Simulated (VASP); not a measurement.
# Sb2Pd: structure and properties in VASP, part 2 of 5

How well does PBEsol reproduce what experiment finds for Sb2Pd? The cell is relaxed first, and properties follow on it. The start is a cell from a database of measured crystal structures.

VASP 6.6.1, plane waves and PAW; the level of theory is named at each step.

Still holding for the runs below: The k-mesh is coarse for a metal.

So far. Step 2 (Relaxing cell and atoms (PBEsol)): It ends with a largest force of 0.002 eV/Å and a pressure of -0.01 GPa. The volume lies +0.2 % from that of the database's start.

### 3. Density, ELF and potential (PBEsol)

Level of this step: PBEsol; plane waves and PAW (Sb, Pd) (VASP).

A single point on the relaxed cell gives a clean self-consistent state, with density, ELF and potential written out.

Input file INCAR:

```
SYSTEM = Sb2Pd
PREC = Accurate
ENCUT = 400
EDIFF = 1E-06
NELM = 100
ISMEAR = 0
SIGMA = 0.05
LREAL = .FALSE.
ALGO = Normal
GGA = PS
NBANDS = 52
LASPH = .TRUE.
LORBIT = 11
LWAVE = .FALSE.
LCHARG = .TRUE.
ISIF = 2
LELF = .TRUE.
LVHAR = .TRUE.
```

Input file POSCAR:

```
Sb2Pd
1.0
    6.4621170971      0.0000000000      0.0000000000
    0.0000000000      6.4621170971      0.0000000000
    0.0000000000      0.0000000000      6.4621170971
Sb Pd
8 4
Direct
    0.3722996310      0.3722996310      0.3722996310
    0.1277003690      0.6277003690      0.8722996310
    0.8722996310      0.1277003690      0.6277003690
    0.6277003690      0.8722996310      0.1277003690
    0.6277003690      0.6277003690      0.6277003690
    0.8722996310      0.3722996310      0.1277003690
    0.1277003690      0.8722996310      0.3722996310
    0.3722996310      0.1277003690      0.8722996310
    0.0000000000      0.0000000000      0.0000000000
    0.5000000000      0.0000000000      0.5000000000
    0.5000000000      0.5000000000      0.0000000000
    0.0000000000      0.5000000000      0.5000000000
```

Input file KPOINTS:

```
Automatic mesh
0
Gamma
4 4 4
0 0 0
```

Potentials, in the order of the species: Sb and Pd (PBE family, release 64).

Launch:

```console
mpirun -np 8 vasp_std
```

The program printed:

```text
[banner, memory and clock lines left out]
running    8 mpi-ranks, on    1 nodes
 distrk:  each k-point on    8 cores,    1 groups
 distr:  one band on    1 cores,    8 groups

 POSCAR found type information on POSCAR SbPd
 POSCAR found :  2 types and      12 ions
 [... a notice as in an earlier step ...]

 [... a notice as in an earlier step ...]

 LDA part: xc-table for (Slater+PW92), standard interpolation
|                                                                             |
|           W    W    AA    RRRRR   N    N  II  N    N   GGGG   !!!           |
|           W    W   A  A   R    R  NN   N  II  NN   N  G    G  !!!           |
|           W    W  A    A  R    R  N N  N  II  N N  N  G       !!!           |
|           W WW W  AAAAAA  RRRRR   N  N N  II  N  N N  G  GGG   !            |
|           WW  WW  A    A  R   R   N   NN  II  N   NN  G    G                |
|           W    W  A    A  R    R  N    N  II  N    N   GGGG   !!!           |
|                                                                             |
|     The number of bands has been changed from the values supplied in        |
|     The orbitals not found in the WAVECAR file will be initialized with     |
|     random numbers, which is usually adequate. For correlated               |
|     calculations, however, you should redo the groundstate calculation.     |
|     I found NBANDS = 52. Now, NBANDS = 56.                                  |
|                                                                             |

 POSCAR, INCAR and KPOINTS ok, starting setup
 FFT: planning ... GRIDC
 FFT: planning ... GRID_SOFT
 FFT: planning ... GRID
 WAVECAR not read
 entering main loop
       N       E                     dE             d eps       ncg     rms          rms(c)
DAV:   1     0.391580082426E+03    0.39158E+03   -0.26374E+04  1232   0.986E+02
DAV:   2    -0.418749119604E+02   -0.43345E+03   -0.40981E+03  1392   0.217E+02
DAV:   3    -0.662906931199E+02   -0.24416E+02   -0.23585E+02  1464   0.537E+01
DAV:   4    -0.666756606875E+02   -0.38497E+00   -0.38411E+00  1400   0.734E+00
DAV:   5    -0.666821566933E+02   -0.64960E-02   -0.64956E-02  1408   0.104E+00    0.150E+01
DAV:   6    -0.658007693134E+02    0.88139E+00   -0.78656E+00  1336   0.182E+01    0.699E+00
DAV:   7    -0.651523571213E+02    0.64841E+00   -0.21367E+00  1320   0.105E+01    0.504E+00
DAV:   8    -0.650455205375E+02    0.10684E+00   -0.40059E-01  1344   0.211E+00    0.939E-01
DAV:   9    -0.650250561959E+02    0.20464E-01   -0.54136E-02  1304   0.149E+00    0.278E-01
DAV:  10    -0.650252989187E+02   -0.24272E-03   -0.64066E-03  1392   0.307E-01    0.110E-01
DAV:  11    -0.650252982897E+02    0.62896E-06   -0.43456E-04  1384   0.134E-01    0.611E-02
DAV:  12    -0.650252811023E+02    0.17187E-04   -0.87573E-05  1360   0.603E-02    0.383E-02
DAV:  13    -0.650252790816E+02    0.20207E-05   -0.61514E-06  1344   0.810E-03    0.642E-03
DAV:  14    -0.650252791466E+02   -0.65064E-07   -0.30968E-07   760   0.205E-03
   1 F= -.65025279E+02 E0= -.65023609E+02  d E =-.334023E-02
```

Elapsed: 32 s, on 8 MPI ranks of Intel Xeon Platinum 8259CL at 2.50GHz (Skylake/Cascade Lake), shared host; peak memory 1.1 GiB; 3.3 min of CPU time.

Parts of OUTCAR (step 3):

```text
  LATTYP: Found a simple cubic cell.
 ALAT       =     6.4621170971

 Found     11 irreducible k-points:

   k-points           NKPTS =     11   k-points in BZ     NKDIM =     11   number of bands    NBANDS=     56

   ENCUT  =  400.0 eV  29.40 Ry    5.42 a.u.  10.54 10.54 10.54*2*pi/ulx,y,z

   NELECT =      80.0000    total number of electrons

 E-fermi :   8.7124

 k-point     1 :       0.0000    0.0000    0.0000
  band No.  band energies     occupation
    ...
     39       8.2166      2.00000
     40       8.2166      2.00000
     41       8.5018      2.00000
     42       8.5018      2.00000
     43       8.5018      2.00000
     44       9.6082      0.00000
     45      11.3974      0.00000
     46      11.3974      0.00000
     47      11.3974      0.00000
     48      12.9651      0.00000
    ...

 k-point     2 :       0.2500    0.0000    0.0000
  band No.  band energies     occupation
    ...
     37       7.4044      2.00000
     38       7.9186      2.00000
     39       7.9646      2.00000
     40       8.5931      1.99927
     41       8.6894      1.48559
     42       8.7621      0.15986
     43       9.0883      0.00000
     44       9.7382      0.00000
     45      11.2608      0.00000
     46      11.6614      0.00000
    ...

  Total        0.0044186      0.0044186      0.0044186     -0.0000000      0.0000000      0.0000000
  in kB        0.0262343      0.0262343      0.0262343     -0.0000000      0.0000000      0.0000000
  external PRESSURE =       0.0262343 kB  Pullay stress =       0.0000000 kB

  energy-cutoff  :      400.00
  volume of cell :      269.85
      direct lattice vectors                 reciprocal lattice vectors
     6.462117097  0.000000000  0.000000000     0.154748047  0.000000000  0.000000000
     0.000000000  6.462117097  0.000000000     0.000000000  0.154748047  0.000000000
     0.000000000  0.000000000  6.462117097     0.000000000  0.000000000  0.154748047

 POSITION                                       TOTAL-FORCE (eV/Angst)
 -----------------------------------------------------------------------------------
      2.40584      2.40584      2.40584        -0.001175     -0.001175     -0.001175
      0.82521      4.05627      5.63690         0.001175      0.001175     -0.001175
      5.63690      0.82521      4.05627        -0.001175      0.001175      0.001175
      4.05627      5.63690      0.82521         0.001175     -0.001175      0.001175
      4.05627      4.05627      4.05627         0.001175      0.001175      0.001175
      5.63690      2.40584      0.82521        -0.001175     -0.001175      0.001175
      0.82521      5.63690      2.40584         0.001175     -0.001175     -0.001175
      2.40584      0.82521      5.63690        -0.001175      0.001175     -0.001175
      0.00000      0.00000      0.00000         0.000000      0.000000      0.000000
      3.23106      0.00000      3.23106         0.000000      0.000000      0.000000
      3.23106      3.23106      0.00000         0.000000      0.000000      0.000000
      0.00000      3.23106      3.23106         0.000000      0.000000      0.000000
 -----------------------------------------------------------------------------------
    total drift:                               -0.000000     -0.000000     -0.000000

  FREE ENERGIE OF THE ION-ELECTRON SYSTEM (eV)
  ---------------------------------------------------
  free  energy   TOTEN  =       -65.0252791466 eV

  energy  without entropy=      -65.0219389161  energy(sigma->0) =      -65.02360903

 total charge
# of ion       s       p       d       tot
------------------------------------------
    1        1.174   1.178   0.052   2.404
    2        1.174   1.178   0.052   2.404
    3        1.174   1.178   0.052   2.404
    4        1.174   1.178   0.052   2.404
    5        1.174   1.178   0.052   2.404
    6        1.174   1.178   0.052   2.404
    7        1.174   1.178   0.052   2.404
    8        1.174   1.178   0.052   2.404
    9        0.509   0.617   8.522   9.648
   10        0.509   0.617   8.522   9.648
   11        0.509   0.617   8.522   9.648
   12        0.509   0.617   8.522   9.648
--------------------------------------------------
tot         11.430  11.892  34.508  57.829

[... 5 parts as in an earlier step ...]

[... 5 further parts left out ...]
```

Numbers from this step:

| Quantity | Value |
| --- | --- |
| SCF cycles | 14 |
| bands | 56 |
| Fermi energy | 8.712 eV |
| pressure | 0.002623 GPa |

Valence electrons inside each PAW sphere by angular momentum. Sphere charges, by row:

| atom | s (e) | p (e) | d (e) | tot (e) |
| --- | --- | --- | --- | --- |
| Sb1 | 1.174 | 1.178 | 0.052 | 2.404 |
| Sb2 | 1.174 | 1.178 | 0.052 | 2.404 |
| Sb3 | 1.174 | 1.178 | 0.052 | 2.404 |
| Sb4 | 1.174 | 1.178 | 0.052 | 2.404 |
| Sb5 | 1.174 | 1.178 | 0.052 | 2.404 |
| Sb6 | 1.174 | 1.178 | 0.052 | 2.404 |
| Sb7 | 1.174 | 1.178 | 0.052 | 2.404 |
| Sb8 | 1.174 | 1.178 | 0.052 | 2.404 |
| Pd9 | 0.509 | 0.617 | 8.522 | 9.648 |
| Pd10 | 0.509 | 0.617 | 8.522 | 9.648 |
| Pd11 | 0.509 | 0.617 | 8.522 | 9.648 |
| Pd12 | 0.509 | 0.617 | 8.522 | 9.648 |

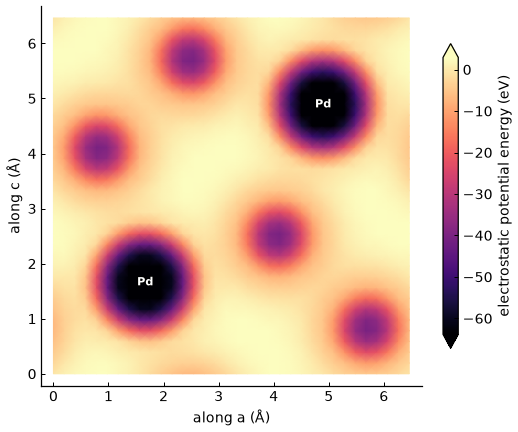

Electrostatic potential energy in the ac plane at fractional y = 0.000, with atoms of Pd within 0.2 Å of it. With pseudopotentials it is smooth inside the atoms' cores, unlike the true potential. The map starts off the cell's origin, so that atoms lie inside it.

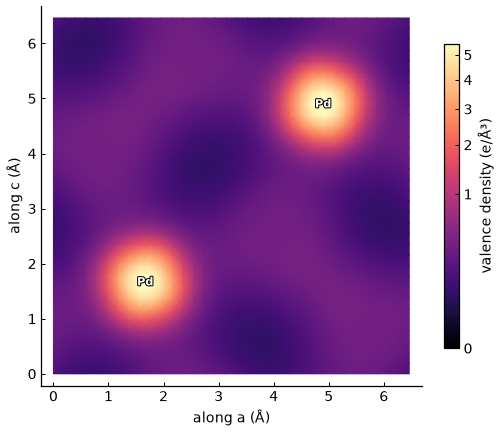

Valence density in the ac plane at fractional y = 0.000, with atoms of Pd within 0.2 Å of it. It is the smooth field of the valence electrons, not physical close to the nuclei. The map starts off the cell's origin, so that atoms lie inside it. The colour scale is stretched toward low values.

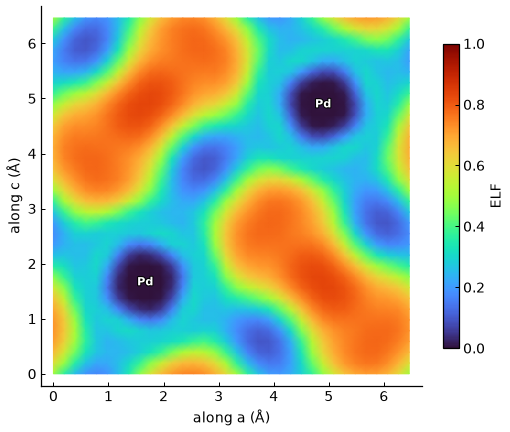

ELF in the ac plane at fractional y = 0.000, with atoms of Pd within 0.2 Å of it. It is the smooth field of the valence electrons, not physical close to the nuclei. The map starts off the cell's origin, so that atoms lie inside it.

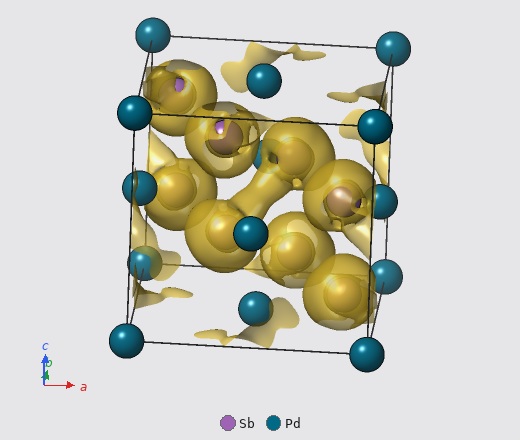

Surface of ELF = 0.76.

In this run the pressure is 0.00 GPa, small enough to go on.

### 4. Band structure (PBEsol)

Levels along the symmetry lines show where the bands peak and cross; KPOINTS_OPT computes them in the converged potential.

Input file INCAR:

```
SYSTEM = Sb2Pd
PREC = Accurate
ENCUT = 400
EDIFF = 1E-06
NELM = 100
ISMEAR = 0
SIGMA = 0.05
LREAL = .FALSE.
ALGO = Normal
GGA = PS
NBANDS = 68
LASPH = .TRUE.
LORBIT = 11
LWAVE = .FALSE.
LCHARG = .FALSE.
KPAR = 8
```

POSCAR is that of step 3.

KPOINTS is that of step 3.

Input file KPOINTS_OPT:

```
Line mode
12
Line-mode
Reciprocal
  0.00000000   0.00000000   0.00000000 GAMMA
  0.00000000   0.50000000   0.00000000 X

  0.00000000   0.50000000   0.00000000 X
  0.50000000   0.50000000   0.00000000 M

  0.50000000   0.50000000   0.00000000 M
  0.00000000   0.00000000   0.00000000 GAMMA

  0.00000000   0.00000000   0.00000000 GAMMA
  0.50000000   0.50000000   0.50000000 R

  0.50000000   0.50000000   0.50000000 R
  0.00000000   0.50000000   0.00000000 X

  0.50000000   0.50000000   0.00000000 M
  0.50000000   0.50000000   0.50000000 R
```

Launch:

```console
mpirun -np 8 vasp_std
```

The program printed:

```text
[banner, memory and clock lines left out]
running    8 mpi-ranks, on    1 nodes
 distrk:  each k-point on    1 cores,    8 groups
 distr:  one band on    1 cores,    1 groups

 POSCAR found type information on POSCAR SbPd
 POSCAR found :  2 types and      12 ions
 [... a notice as in an earlier step ...]

 [... a notice as in an earlier step ...]

 LDA part: xc-table for (Slater+PW92), standard interpolation
 POSCAR, INCAR and KPOINTS ok, starting setup
 FFT: planning ... GRIDC
 FFT: planning ... GRID_SOFT
 FFT: planning ... GRID
 WAVECAR not read
 entering main loop
       N       E                     dE             d eps       ncg     rms          rms(c)
DAV:   1     0.356258672393E+03    0.35626E+03   -0.25780E+04  1504   0.811E+02
DAV:   2    -0.463201452236E+02   -0.40258E+03   -0.37697E+03  1716   0.186E+02
DAV:   3    -0.664441349385E+02   -0.20124E+02   -0.19638E+02  1736   0.436E+01
DAV:   4    -0.666773750634E+02   -0.23324E+00   -0.23286E+00  1724   0.511E+00
DAV:   5    -0.666822001810E+02   -0.48251E-02   -0.48249E-02  1672   0.761E-01    0.150E+01
DAV:   6    -0.658113702086E+02    0.87083E+00   -0.61379E+00  1656   0.150E+01    0.713E+00
DAV:   7    -0.651561372699E+02    0.65523E+00   -0.16258E+00  1564   0.852E+00    0.488E+00
DAV:   8    -0.650382299259E+02    0.11791E+00   -0.30942E-01  1652   0.174E+00    0.778E-01
DAV:   9    -0.650252268818E+02    0.13003E-01   -0.29487E-02  1572   0.100E+00    0.241E-01
DAV:  10    -0.650253027884E+02   -0.75907E-04   -0.42245E-03  1664   0.223E-01    0.107E-01
DAV:  11    -0.650252987457E+02    0.40427E-05   -0.30585E-04  1680   0.107E-01    0.501E-02
DAV:  12    -0.650252804741E+02    0.18272E-04   -0.64285E-05  1632   0.465E-02    0.291E-02
DAV:  13    -0.650252789717E+02    0.15024E-05   -0.51407E-06  1572   0.619E-03    0.253E-03
DAV:  14    -0.650252790680E+02   -0.96239E-07   -0.39483E-07   820   0.307E-03
   1 F= -.65025279E+02 E0= -.65023609E+02  d E =-.333955E-02
 Start KPOINTS_OPT (optional k-point list driver)
k-point batch [1-11\72]
       N       E                     dE             ncg
DAV:   1     0.831111236042E+04    0.28239E+04     1496
DAV:   2     0.385430862442E+04   -0.44568E+04     1700
DAV:   3     0.364106989745E+04   -0.21324E+03     1804
DAV:   4     0.363839856336E+04   -0.26713E+01     1720
DAV:   5     0.363832776977E+04   -0.70794E-01     1768
DAV:   6     0.363832471327E+04   -0.30565E-02     1716
DAV:   7     0.363832454844E+04   -0.16483E-03     1792
DAV:   8     0.363832453954E+04   -0.88986E-05     1592
DAV:   9     0.363832453908E+04   -0.45722E-06     1128
[...]
k-point batch [67-72\72]
       N       E                     dE             ncg
DAV:   1     0.121772321414E+05   -0.52194E+04      816
DAV:   2     0.975603308333E+04   -0.24212E+04      940
DAV:   3     0.963575912223E+04   -0.12027E+03      908
DAV:   4     0.963430397471E+04   -0.14551E+01     1008
DAV:   5     0.963426639875E+04   -0.37576E-01      956
DAV:   6     0.963426476764E+04   -0.16311E-02      952
DAV:   7     0.963426468367E+04   -0.83979E-04      976
DAV:   8     0.963426467919E+04   -0.44769E-05      892
DAV:   9     0.963426467895E+04   -0.24334E-06      636
```

The job ended after 1.9 min (8 MPI ranks; peak memory 3.3 GiB).

Parts of OUTCAR (step 4):

```text
 Found     11 irreducible k-points:

   k-points           NKPTS =     11   k-points in BZ     NKDIM =     11   number of bands    NBANDS=     68

   NELECT =      80.0000    total number of electrons

 E-fermi :   8.7124

 k-point     2 :       0.2500    0.0000    0.0000
  band No.  band energies     occupation
    ...
     37       7.4044      2.00000
     38       7.9186      2.00000
     39       7.9646      2.00000
     40       8.5930      1.99927
     41       8.6894      1.48566
     42       8.7621      0.15983
     43       9.0883      0.00000
     44       9.7382      0.00000
     45      11.2608      0.00000
     46      11.6614      0.00000
    ...

 k-point     3 :       0.5000    0.0000    0.0000
  band No.  band energies     occupation
    ...
     36       7.0291      2.00000
     37       7.4619      2.00000
     38       7.4619      2.00000
     39       8.1246      2.00000
     40       8.1246      2.00000
     41       9.2340      0.00000
     42       9.2340      0.00000
     43      10.0373      0.00000
     44      10.0373      0.00000
     45      10.8585      0.00000
    ...

  Total        0.0100579      0.0100579      0.0100579     -0.0000000     -0.0000000      0.0000000
  in kB        0.0597164      0.0597164      0.0597164     -0.0000000     -0.0000000      0.0000000
  external PRESSURE =       0.0597164 kB  Pullay stress =       0.0000000 kB

 POSITION                                       TOTAL-FORCE (eV/Angst)
 -----------------------------------------------------------------------------------
      2.40584      2.40584      2.40584        -0.001189     -0.001189     -0.001189
      0.82521      4.05627      5.63690         0.001189      0.001189     -0.001189
      5.63690      0.82521      4.05627        -0.001189      0.001189      0.001189
      4.05627      5.63690      0.82521         0.001189     -0.001189      0.001189
      4.05627      4.05627      4.05627         0.001189      0.001189      0.001189
      5.63690      2.40584      0.82521        -0.001189     -0.001189      0.001189
      0.82521      5.63690      2.40584         0.001189     -0.001189     -0.001189
      2.40584      0.82521      5.63690        -0.001189      0.001189     -0.001189
      0.00000      0.00000      0.00000        -0.000000      0.000000     -0.000000
      3.23106      0.00000      3.23106        -0.000000      0.000000     -0.000000
      3.23106      3.23106      0.00000        -0.000000      0.000000     -0.000000
      0.00000      3.23106      3.23106        -0.000000      0.000000     -0.000000
 -----------------------------------------------------------------------------------
    total drift:                               -0.000000     -0.000000     -0.000000

  FREE ENERGIE OF THE ION-ELECTRON SYSTEM (eV)
  ---------------------------------------------------
  free  energy   TOTEN  =       -65.0252790680 eV

  energy  without entropy=      -65.0219395130  energy(sigma->0) =      -65.02360929

 total charge
# of ion       s       p       d       tot
------------------------------------------
    1        1.174   1.178   0.052   2.404
    2        1.174   1.178   0.052   2.404
    3        1.174   1.178   0.052   2.404
    4        1.174   1.178   0.052   2.404
    5        1.174   1.178   0.052   2.404
    6        1.174   1.178   0.052   2.404
    7        1.174   1.178   0.052   2.404
    8        1.174   1.178   0.052   2.404
    9        0.509   0.617   8.522   9.649
   10        0.509   0.617   8.522   9.649
   11        0.509   0.617   8.522   9.649
   12        0.509   0.617   8.522   9.649
--------------------------------------------------
tot         11.430  11.892  34.508  57.829

[... 11 parts as in an earlier step ...]

[... 2 further parts left out ...]
```

Spin-orbit coupling is off here; with elements this heavy it splits and shifts levels by tenths of an eV or more.

Numbers from this step:

| Item | Value |
| --- | --- |
| bands | 68 |
| pressure | 0.005972 GPa |

The electronic bands at the labelled points (eV, zero at the Fermi level; # counts the bands kept):

| point | #33 | #34 | #35 | #36 | #37 | #38 | #39 | #40 |
| --- | --- | --- | --- | --- | --- | --- | --- | --- |
| Γ | -1.17 | -0.50 | -0.50 | -0.50 | -0.21 | -0.21 | -0.21 | 0.90 |
| X | -1.25 | -1.25 | -0.59 | -0.59 | 0.52 | 0.52 | 1.32 | 1.32 |
| M | -0.65 | -0.65 | -0.65 | -0.65 | 1.55 | 1.55 | 1.55 | 1.55 |
| Γ | -1.17 | -0.50 | -0.50 | -0.50 | -0.21 | -0.21 | -0.21 | 0.90 |
| R | -0.41 | -0.41 | -0.41 | -0.41 | -0.30 | -0.30 | -0.30 | -0.30 |
| X | -1.25 | -1.25 | -0.59 | -0.59 | 0.52 | 0.52 | 1.32 | 1.32 |
| jump to M | -0.65 | -0.65 | -0.65 | -0.65 | 1.55 | 1.55 | 1.55 | 1.55 |
| R | -0.41 | -0.41 | -0.41 | -0.41 | -0.30 | -0.30 | -0.30 | -0.30 |

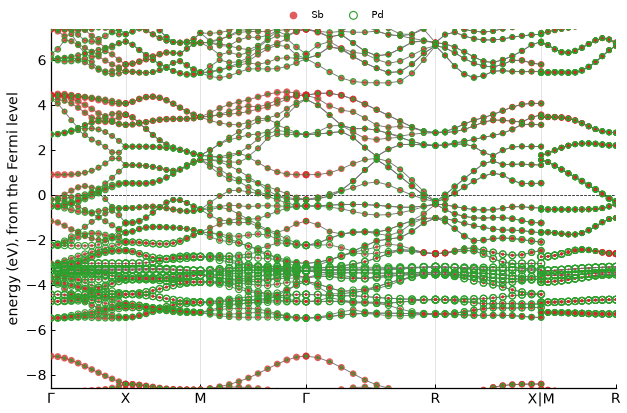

Electronic bands along the path; dots are coloured as in the legend, and their area grows with the weight.

There is no gap at this level.

(Part 2 of 5 ends here.)

[Lines on the potential files, build, host, timing and source positions are cut from VASP's logs without a mark.]

[Logs are printed without paths, hosts, clocks, repeated set-up lines and the standing remarks that a program may print on its own settings, such as how far it seeks lower states.]

[Hosts, paths, dates, database ids (printed as entryN), source tags and the programs' standing remarks are cut or masked in the printed files.]

[A measured line is paired with the nearest computed mode of its activity, which favours agreement.]
